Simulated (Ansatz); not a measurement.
GaH2Cl2O: geometry relaxation (part 2 of 2)

Continued. System: GaH2Cl2O, multiplicity 2. Method: UKS BLYP/def2-SVP (Ansatz 0.2.0). The input holds or restrains some coordinates. Forces given for the steps count only the free coordinates. It belongs to a series of runs on one base structure; here: pulled along the bonds that form and break, towards end B.

Geometry of the input (Å):
```
Ga 0.0000  0.0000  0.0000
H  0.0000  0.0000  1.8200
Cl 1.9398  0.0000  -1.1200
Cl -1.9398  0.0000  -1.1200
O  0.0000  0.0000  3.1300
H  -0.5144  -0.8011  3.4671
```

Trajectory as extended XYZ, continued
```
6
Properties=species:S:1:pos:R:3:forces:R:3 step=4 energy=-79489.78863
Ga    0.0014   -0.0021   -0.4299   -0.0077  -0.0111   0.7171
H     0.0280    0.0466    2.3250   -0.1337  -0.2042   1.0987
Cl    2.0177   -0.0011   -1.2772    0.2776  -0.0009  -0.3477
Cl   -2.0188   -0.0006   -1.2737   -0.2729  -0.0007  -0.3357
O    -0.0133   -0.0173    3.3280    0.1943   0.3076  -0.9247
H    -0.5294   -0.8265    3.5050   -0.0576  -0.0907  -0.2077
6
Properties=species:S:1:pos:R:3:forces:R:3 step=5 energy=-79489.83542
Ga   -0.0096   -0.0266   -0.3492   -0.0004   0.0022   0.1792
H     0.1082    0.1893    2.4246   -0.2500  -0.4005   1.3251
Cl    1.9756   -0.0213   -1.3414   -0.0762  -0.0051  -0.0704
Cl   -2.0000   -0.0180   -1.3338    0.0772  -0.0051  -0.0595
O    -0.0283   -0.0393    3.4033   -0.2495  -0.3889  -1.2495
H    -0.5602   -0.8851    3.3736    0.4988   0.7973  -0.1250
6
Properties=species:S:1:pos:R:3:forces:R:3 step=7 energy=-79489.93504
Ga    0.0013   -0.0195   -0.2075    0.0527  -0.0107   0.0121
H     0.0153    0.3953    2.5300   -0.1375   0.1666  -0.0564
Cl    1.9139   -0.0829   -1.3308   -0.0357  -0.0081   0.0299
Cl   -1.9414   -0.0518   -1.2870    0.0190  -0.0104   0.0251
O     0.0623   -0.1619    3.3300    0.3310   0.0161   0.0505
H    -0.5657   -0.8802    3.1425   -0.2295  -0.1535  -0.0611
6
Properties=species:S:1:pos:R:3:forces:R:3 step=8 energy=-79489.96432
Ga   -0.0033   -0.0222   -0.1890    0.0566  -0.0085   0.0732
H     0.0024    0.4341    2.5466   -0.0917   0.0701   0.1662
Cl    1.9160   -0.0863   -1.2970   -0.0166  -0.0113   0.0052
Cl   -1.9468   -0.0648   -1.2670    0.0033  -0.0141   0.0042
O     0.1075   -0.2045    3.2842    0.2850   0.1111  -0.2484
H    -0.5902   -0.8574    3.0993   -0.2367  -0.1473  -0.0003
6
Properties=species:S:1:pos:R:3:forces:R:3 step=9 energy=-79490.01133
Ga    0.0064   -0.0104   -0.1691    0.0429   0.0052   0.1879
H    -0.0426    0.4776    2.5592    0.0039  -0.1227   0.3540
Cl    1.9280   -0.0986   -1.2632    0.0299  -0.0197  -0.0498
Cl   -1.9519   -0.0777   -1.2188   -0.0264  -0.0235  -0.0376
O     0.1585   -0.2525    3.1928    0.1008   0.2427  -0.5028
H    -0.6128   -0.8394    3.0762   -0.1512  -0.0820   0.0484
6
Properties=species:S:1:pos:R:3:forces:R:3 step=11 energy=-79490.09121
Ga    0.0660    0.1813   -0.1362   -0.0803  -0.0819  -0.1032
H    -0.1084    0.4996    2.6167    0.2087  -0.3166   0.3797
Cl    1.9168   -0.1635   -1.3286   -0.0487   0.0036   0.0943
Cl   -1.9042   -0.1597   -1.1719    0.1619   0.0129   0.1639
O     0.1875   -0.3533    3.0287   -0.2896   0.4430  -0.5501
H    -0.6721   -0.8054    3.1684    0.0481  -0.0609   0.0155
6
Properties=species:S:1:pos:R:3:forces:R:3 step=12 energy=-79490.04712 accepted=F
Ga    0.0821    0.2141   -0.0913   -0.1193  -0.0804  -0.1436
H    -0.1389    0.5506    2.6694    1.0396  -1.7927   0.3887
Cl    1.9154   -0.1795   -1.3075   -0.0474  -0.0022   0.1254
Cl   -1.8872   -0.1887   -1.1232    0.1783   0.0155   0.2022
O     0.2010   -0.4171    2.8447   -2.3498   1.7535  -0.0977
H    -0.6868   -0.7805    3.1850    1.2987   0.1063  -0.4750
6
Properties=species:S:1:pos:R:3:forces:R:3 step=13 energy=-79490.13323
Ga    0.0711    0.1584   -0.0991   -0.0472  -0.0062  -0.0079
H    -0.1195    0.5434    2.6401    0.2573  -0.6370   0.3962
Cl    1.9186   -0.1668   -1.2967    0.0014  -0.0245   0.0506
Cl   -1.9027   -0.1614   -1.1197    0.0758  -0.0218   0.1084
O     0.1867   -0.3607    2.9341   -0.4707   0.6210  -0.4918
H    -0.6687   -0.8140    3.1183    0.1834   0.0685  -0.0555
6
Properties=species:S:1:pos:R:3:forces:R:3 step=15 energy=-79490.22540
Ga    0.0710    0.2869   -0.0521   -0.0463  -0.0409  -0.0477
H    -0.1183    0.5755    2.6992    0.2056  -0.4985   0.1925
Cl    1.9004   -0.2358   -1.2167    0.0046  -0.0147   0.0927
Cl   -1.8861   -0.2244   -1.0342    0.0682  -0.0073   0.1531
O     0.1728   -0.3730    2.7505   -0.3923   0.5169  -0.2771
H    -0.6542   -0.8302    3.0303    0.1602   0.0444  -0.1135
6
Properties=species:S:1:pos:R:3:forces:R:3 step=16 energy=-79490.28621
Ga    0.0755    0.3394   -0.0129   -0.0632  -0.0060  -0.0216
H    -0.1096    0.6078    2.7421    0.5039  -1.5881  -0.2069
Cl    1.9210   -0.2741   -1.1228   -0.0469  -0.0324   0.1042
Cl   -1.9042   -0.2630   -0.9087    0.1123  -0.0175   0.1467
O     0.1428   -0.3675    2.5582   -0.5997   1.6823   0.1484
H    -0.6399   -0.8437    2.9212    0.0936  -0.0383  -0.1708
6
Properties=species:S:1:pos:R:3:forces:R:3 step=17 energy=-79490.37892
Ga    0.0715    0.3920    0.0350   -0.0770   0.0996  -0.0547
H    -0.0760    0.5954    2.7982    0.4204  -1.2597  -0.6624
Cl    1.9140   -0.3167   -1.0238   -0.0159  -0.0608   0.1043
Cl   -1.8997   -0.3080   -0.7959    0.0548  -0.0410   0.1237
O     0.0983   -0.3157    2.3757   -0.4606   1.3988   0.7824
H    -0.6226   -0.8481    2.7879    0.0783  -0.1370  -0.2932
6
Properties=species:S:1:pos:R:3:forces:R:3 step=19 energy=-79490.52189
Ga    0.0614    0.5033    0.0441    0.0819   0.0761   0.0028
H    -0.0522    0.5550    2.8132    0.1014  -0.4797  -0.2934
Cl    1.9278   -0.3871   -0.8228   -0.0816  -0.0170   0.0405
Cl   -1.9324   -0.3899   -0.5151    0.0538  -0.0574   0.0940
O     0.1382   -0.2461    2.2557   -0.7417   0.0084   0.3192
H    -0.6572   -0.8363    2.4020    0.5862   0.4695  -0.1631
6
Properties=species:S:1:pos:R:3:forces:R:3 step=20 energy=-79490.55672
Ga    0.0971    0.5950    0.0525    0.0117  -0.1694   0.0123
H    -0.0664    0.5219    2.8187    0.0942  -0.5877  -0.4027
Cl    1.9011   -0.4273   -0.7895   -0.0109   0.0594   0.0130
Cl   -1.8714   -0.4507   -0.3398   -0.0091   0.0283   0.0424
O     0.1186   -0.2306    2.1911   -0.5397   0.2507   0.4585
H    -0.6934   -0.8094    2.2440    0.4538   0.4186  -0.1235
6
Properties=species:S:1:pos:R:3:forces:R:3 step=22 energy=-79490.58237
Ga    0.1255    0.5704    0.0830    0.0338  -0.0038  -0.0781
H    -0.0399    0.4733    2.8472    0.0777  -0.3836  -0.3278
Cl    1.9287   -0.4007   -0.8051    0.0039   0.0146   0.0030
Cl   -1.8566   -0.5202   -0.2001    0.0061   0.0139   0.0423
O     0.1111   -0.2492    2.1832   -0.4109   0.2488   0.3053
H    -0.7832   -0.6747    2.0689    0.2894   0.1101   0.0553
6
Properties=species:S:1:pos:R:3:forces:R:3 step=23 energy=-79490.58477
Ga    0.1351    0.5684    0.0759    0.0129   0.0005  -0.0320
H    -0.0506    0.4730    2.8392    0.0866  -0.3811  -0.3141
Cl    1.9403   -0.3969   -0.8125    0.0030   0.0003  -0.0005
Cl   -1.8554   -0.5154   -0.1719   -0.0199  -0.0009  -0.0072
O     0.1027   -0.2528    2.1799   -0.1861   0.3514   0.3491
H    -0.7865   -0.6774    2.0665    0.1035   0.0298   0.0049
```

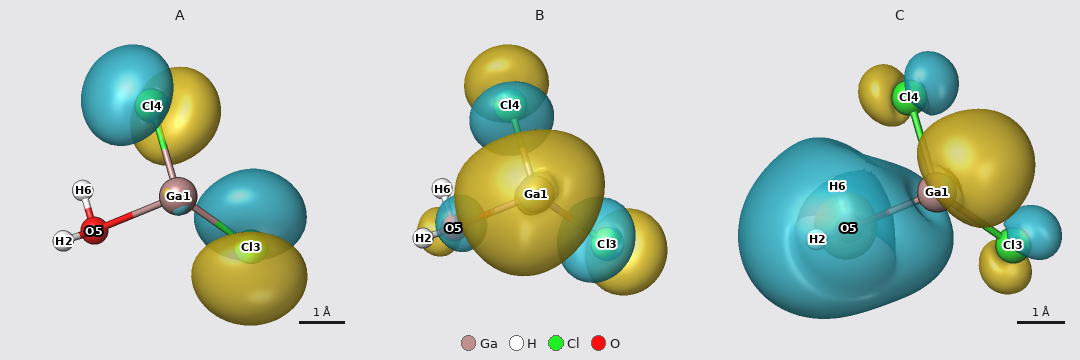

Figure 1. Three frontier orbitals at ±0.08 Å⁻³ᐟ² (yellow and cyan are the two phases). A is the HOMO−1 (α) (−6.78 eV). B is the HOMO (α) (−5.03 eV). It lies mainly on Ga1 (55 %), Cl3 (20 %) and Cl4 (15 %). C is the LUMO (α) (−1.17 eV). It lies mainly on Ga1 (40 %), H2 (25 %) and O5 (15 %). The HOMO–LUMO gap is 3.86 eV between the orbital energies.

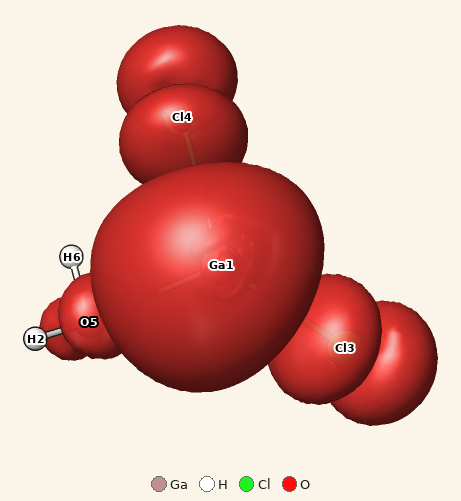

Figure 2. Isosurfaces of the spin density (α minus β) at +0.01 (red) and −0.01 e/Å³ (blue), seen face on. The unpaired spin (1 electron) lies mostly on Ga1 (about 0.6), Cl3 (about 0.2) and Cl4 (about 0.2), in electrons by Hirshfeld's partition.

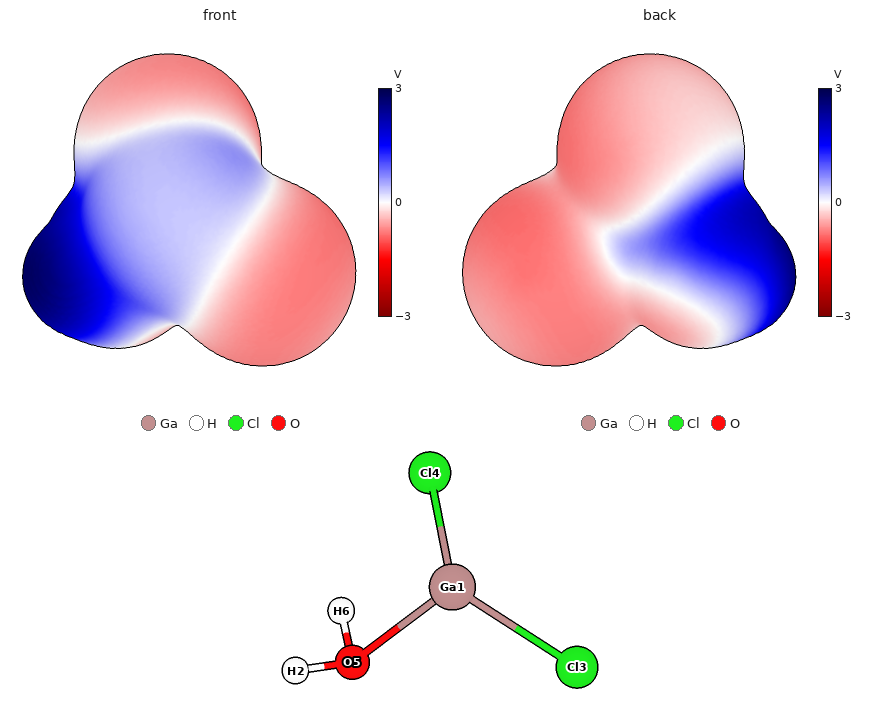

Figure 3. The molecular electrostatic potential painted on the density surface at 0.001 e/bohr³, seen at a tilt and from behind; the colour scale runs from red (negative) to blue (positive). The bare structure is drawn below in the same view.

Results in brief

| quantity | value |
| --- | --- |
| outcome | converged under the restraints of the input |
| total energy | −79490.5851 eV |
| mean-field energy | −79490.5851 eV |
| ⟨S²⟩ | 0.751 |
| largest force (length of the vector) at the end, held atoms and coordinates included | 0.529 eV/Å |
| hardware | 4 threads of Arm Neoverse V2, 24 GiB of memory available, shared host |
| wall time | 32 s (CPU time 2 min) |
| peak memory | 0.17 GiB |
